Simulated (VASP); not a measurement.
Band structure of TiAl (relaxed from the NiAs type structure, space group P6_3/mmc). Computed with r2SCAN meta-GGA, VASP's PBE PAW potentials (set 64) (plane waves; VASP).

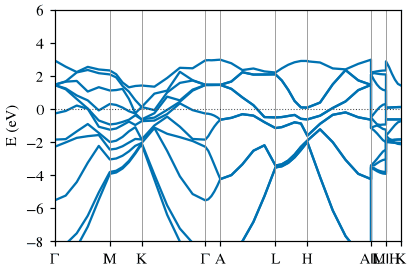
Bands along high-symmetry lines, zero at the valence-band maximum or, without a gap, the Fermi level

**Question.** Read the plot: is there a gap, and where are the band edges?

**Answer.** It has no gap at this level: it comes out as a metal or semimetal.

The structure was generated: TiAl was put into the NiAs type type (P6_3/mmc), which need not be its known phase. It was relaxed first, which changed the volume by -39 %.
